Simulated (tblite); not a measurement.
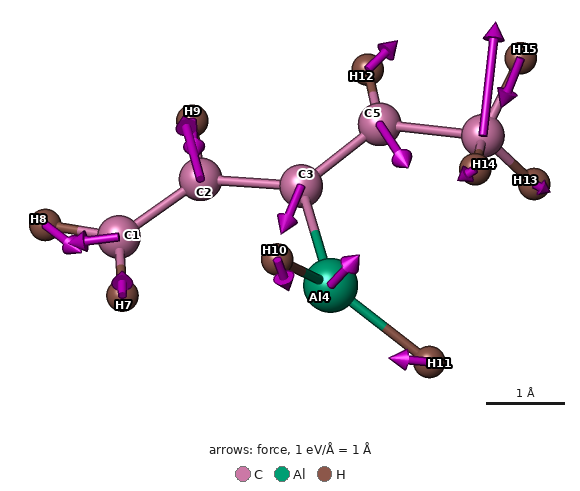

Starting geometry of C5H9Al with the computed forces as purple arrows. A ball-and-stick model, seen from a free direction.

Method: GFN2-xTB geometry optimisation, gas phase in tblite 0.8.0. 

> What follows when this structure is relaxed?

It isn't relaxed: the largest force vector, on a C atom, is 1.54 eV/Å. The final displacements have little in common with the starting forces (cosine between the two patterns 0.16). Over 95 geometry steps the energy falls by 0.301 eV. An H atom moves most after the best rigid fit: 0.64 Å. Largest moves by element: H 0.64 Å, Al 0.22 Å, C 0.19 Å. Some distances before and after: Al–C 2.976 → 3.280 Å, Al–H 1.608 → 1.556 Å, C–H 1.117 → 1.091 Å, C–H 1.100 → 1.077 Å. Among the angles between lasting bonds that change: H–Al–H 121.4° → 114.1°, C–Al–H 116.0° → 123.0°, Al–C–C 116.7° → 123.6°. Groups turn about C–C by about 25°. The run took 0.44 s on 1 thread of Arm Neoverse V2, on a shared host.
